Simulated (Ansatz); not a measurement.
**BHF2 (SMILES FBF): levels of theory compared**

Aim: a comparison of 6 runs (UPBE/STO-3G, r2SCAN0/STO-3G, revPBE/STO-3G, wB97M-V/STO-3G, UMP2/STO-3G, CCSD(T)/STO-3G) of BHF2. 

The calculation is run with Ansatz 0.2.0.

54 further runs of the same task are left out: 1 that didn't finish, 53 set aside as unsound or not needed.

### 1 The molecule

The species is BHF2 (4 atoms), meant as a singlet with charge 0. As SMILES, `FBF`. The F3–B2 distance was set to 2.626 Å, away from the relaxed value. At this shape a bond of the SMILES string is far longer than usual.

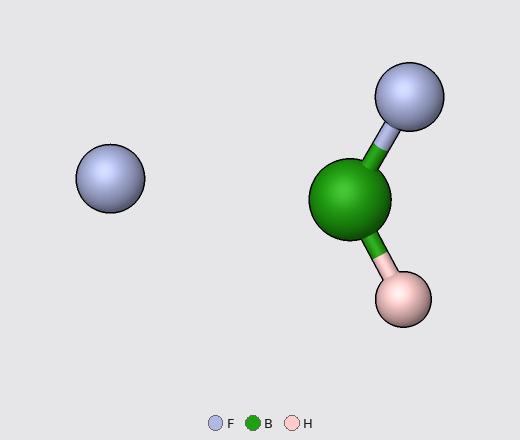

Viewed from a chosen angle; fluorine light blue, boron green, hydrogen pink.

### 2 The energy at UPBE/STO-3G (run 1)

The input, run.yaml:

```yaml
crystal:
  periodic: [false, false, false]
  atoms:
    - {symbol: F, position_ang: [2.247780, -0.102790, 0.102191]}
    - {symbol: B, position_ang: [1.091580, -0.590690, 0.489291]}
    - {symbol: F, position_ang: [-1.095400, 0.528700, -0.438900]}
    - {symbol: H, position_ang: [1.036480, -1.514290, 1.239691]}
basis:
  gaussian:
    orbitals: STO-3G
magnetization:
  spin_polarized: true
  initial_magnetization: 0
hamiltonian:
  xc: pbe
accuracy: high
```

On the command line:

```
$ ansatz run run.yaml --threads 1 --pin off --max-ram 2610MiB --events-out events.jsonl --progress --plain --runs-dir runs
```

Log:

```text
Warning: RAYON_NUM_THREADS=1 ignored (pool sized by the plan → 1); use --threads N
Functional definition: PBE
  name "PBE"
  parameter kappa = 0.804
  parameter beta = 0.06672455060314922
  exchange = pbe_x(kappa = kappa, mu = beta*pi^2/3)
  correlation = pbe_c(beta = beta)
253 factors; integrals over basis functions are off by at most 3.8e-8 eV
mean field evaluation 1: about -6019.6934 eV, gradient 1.9e1 eV
mean field evaluation 2: about -5646.2157 eV, gradient 4.3e1 eV
mean field evaluation 4: about -6016.1641 eV, gradient 2.0e1 eV
mean field evaluation 8: about -6028.0218 eV, gradient 8.2e-1 eV
mean field evaluation 16: about -6027.9960 eV, gradient 6.9e-9 eV
mean field evaluation 32: about -6028.1747 eV, gradient 7.1e-7 eV
mean field evaluation 64: about -5982.2193 eV, gradient 4.4e1 eV
mean field evaluation 96: about -6028.0768 eV, gradient 6.5e-1 eV
mean field -6028.17468118 eV, -221.5313334897 hartree, gradient 1.0e-8 eV, S^2 0.528998; 11 other end points of the search recorded, 0 dependent functions left out
reference -6028.17468247 eV, -221.5313335371 hartree; 12, 12 occupied and 4, 4 virtual orbitals, 253 factors
Total energy: -6028.17468247 eV, -221.5313335371 hartree
```

It took 2.6 s on 1 thread of Intel Xeon Platinum 8488C (Sapphire Rapids), shared host; peak memory 0.13 GiB.

### 3 A single-point energy at r2SCAN0/STO-3G (run 2)

The input, run.yaml:

```yaml
crystal:
  periodic: [false, false, false]
  atoms:
    - symbol: F
      position_ang: [2.247780, -0.102790, 0.102191]
    - symbol: B
      position_ang: [1.091580, -0.590690, 0.489291]
    - symbol: F
      position_ang: [-1.095400, 0.528700, -0.438900]
    - symbol: H
      position_ang: [1.036480, -1.514290, 1.239691]
basis:
  gaussian:
    orbitals: STO-3G
hamiltonian:
  xc: {name: r2SCAN0}
accuracy: high
```

On the command line:

```
$ ansatz run run.yaml --threads 1 --pin off --max-ram 2610MiB --events-out events.jsonl --progress --plain --runs-dir runs
```

Log:

```text
Warning: RAYON_NUM_THREADS=1 ignored (pool sized by the plan → 1); use --threads N
Functional definition: r2SCAN0
  name "r2SCAN0"
  parameter a = 0.25
  parameter k0 = 0.174
  parameter k1 = 0.065
  parameter a1 = 4.9479
  exchange = (1 - a)*r2scan_x(k0 = k0, k1 = k1, a1 = a1) + a*exact_x
  correlation = r2scan_c
253 factors; integrals over basis functions are off by at most 3.8e-8 eV
mean field evaluation 1: about -6023.3823 eV, gradient 1.9e1 eV
mean field evaluation 2: about -5655.9636 eV, gradient 7.8e1 eV
mean field evaluation 4: about -6023.8820 eV, gradient 1.9e1 eV
mean field evaluation 8: about -6030.3860 eV, gradient 1.4e1 eV
mean field evaluation 16: about -6031.2830 eV, gradient 2.8e-8 eV
mean field -6031.28296556 eV, -221.6455608340 hartree, gradient 2.8e-8 eV, S^2 0.000000; 0 other end points of the search recorded, 0 dependent functions left out
reference -6031.28296576 eV, -221.6455608414 hartree; 12, 12 occupied and 4, 4 virtual orbitals, 253 factors
Total energy: -6031.28296576 eV, -221.6455608414 hartree
```

It took 1.2 s on 1 thread of Intel Xeon Platinum 8488C (Sapphire Rapids), shared host; peak memory 0.14 GiB.

Run 3 isn't shown in full; the table further down has it.

### 4 A single-point energy at wB97M-V/STO-3G (run 4)

The input, in.yaml:

```yaml
crystal:
  periodic: [false, false, false]
  atoms:
    - {symbol: F, position_ang: [2.247780, -0.102790, 0.102191]}
    - {symbol: B, position_ang: [1.091580, -0.590690, 0.489291]}
    - {symbol: F, position_ang: [-1.095400, 0.528700, -0.438900]}
    - {symbol: H, position_ang: [1.036480, -1.514290, 1.239691]}
basis:
  gaussian:
    orbitals: STO-3G
total_charge: 0
hamiltonian:
  xc: {name: wB97M-V}
accuracy: high
```

On the command line:

```
$ ansatz run in.yaml --threads 1 --pin off --max-ram 2610MiB --events-out events.jsonl --progress --plain --runs-dir runs
```

Log (excerpt; [...] marks lines left out):

```text
Warning: RAYON_NUM_THREADS=1 ignored (pool sized by the plan → 1); use --threads N
Functional definition: wB97M-V
  name "wB97M-V"
[...]
  gx(w, u) = 1 - cx + cx01*u + cx10*w
  gss(w, u) = css00 + css04*u^4 + css10*w + css20*w^2 + css43*w^4*u^3
  gos(w, u) = cos00 + cos10*w + (cos20 + cos21*u)*w^2 + (cos60 + cos61*u)*w^6
[...]
      + integral(e_c_pw_mod_opposite_spin*gos(b97_w_opposite, b97_u_opposite)) + vv10(b, c)
253 factors; integrals over basis functions are off by at most 3.8e-8 eV
132 factors; integrals over basis functions are off by at most 1.8e-9 eV
[...]
mean field -6033.41689230 eV, -221.7239811952 hartree, gradient 2.9e-8 eV, S^2 0.000000; 0 other end points of the search recorded, 0 dependent functions left out
reference -6033.41689398 eV, -221.7239812570 hartree; 12, 12 occupied and 4, 4 virtual orbitals, 253 factors
Total energy: -6033.41689398 eV, -221.7239812570 hartree
```

Run time: 6 s. Hardware: 1 thread of Intel Xeon Platinum 8488C (Sapphire Rapids), shared host; peak memory 0.24 GiB.

Run 5 isn't shown in full; the table further down has it.

### 5 The energy at CCSD(T)/STO-3G (run 6)

The input, molecule.yaml:

```yaml
basis:
  gaussian: {orbitals: STO-3G}
crystal:
  periodic: [false, false, false]
  atoms:
    - symbol: F
      position_ang: [2.247780, -0.102790, 0.102191]
    - symbol: B
      position_ang: [1.091580, -0.590690, 0.489291]
    - symbol: F
      position_ang: [-1.095400, 0.528700, -0.438900]
    - symbol: H
      position_ang: [1.036480, -1.514290, 1.239691]
correlation: {method: ccsd_t, frozen_orbitals: {B: 1, F: 1, H: 0}}
accuracy: high
scf: {omitted_lower_state_checks: [cluster_reference, increment]}
```

On the command line:

```
$ ansatz run molecule.yaml --threads 1 --pin off --max-ram 2610MiB --events-out events.jsonl --progress --plain --runs-dir runs
```

Log:

```text
Warning: RAYON_NUM_THREADS=1 ignored (pool sized by the plan → 1); use --threads N
[... 12 lines left out ...]
3 core orbitals not correlated: weight in the atoms' cores, before any rotation towards them, 1.000 or more for the frozen orbitals, at most 0.000 for the correlated occupied ones
[... 38 lines left out ...]
WARN: these amplitudes may be one of several solutions (largest doubles amplitude 0.67, level shift 11.92 eV)
Total energy: -6014.14620705 eV, -221.0157965743 hartree
Checks for a lower state left out: cluster_reference, increment
```

Run time: 0.16 s. Hardware: 1 thread of Intel Xeon Platinum 8488C (Sapphire Rapids), shared host.

### 6 All runs side by side

```csv
run,level,frozen core orbitals,energy (Eh),wall time
1,UPBE/STO-3G,–,-221.531334,2.6 s
2,r2SCAN0/STO-3G,–,-221.645561,1.2 s
3,revPBE/STO-3G,–,-221.706557,0.66 s
4,wB97M-V/STO-3G,–,-221.723981,6 s
5,UMP2/STO-3G,3,-220.988449,0.3 s
6,CCSD(T)/STO-3G,3,-221.015797,0.16 s
```

### 7 Outcome

```
                                          quantity          value
                               run 6: total energy  -221.01580 Eh
run 6: correlation energy (3 core orbitals frozen)     -256.3 mEh
                             run 6: (T) correction     -12.53 mEh
                              run 6: T1 diagnostic          0.037
```

Totals of different functionals can't be ranked against each other. In run 6 the T1 diagnostic is large, so a single reference may not serve. In run 6 the log says that unrestricted orbitals would lower the reference, so the values rest on an unstable closed-shell determinant (other closed-shell runs at this shape may share the fault). In runs 1, 2, 3, 4, 5, 6 the basis is minimal, so the values are rough. Spin contamination of the reference: run 5 ⟨S²⟩ = 0.97, run 1 ⟨S²⟩ = 0.53. Where it is this large, the reference is a mixture of spin states, and values that rest on it are in doubt. All runs together took 11 s, the longest 6 s.
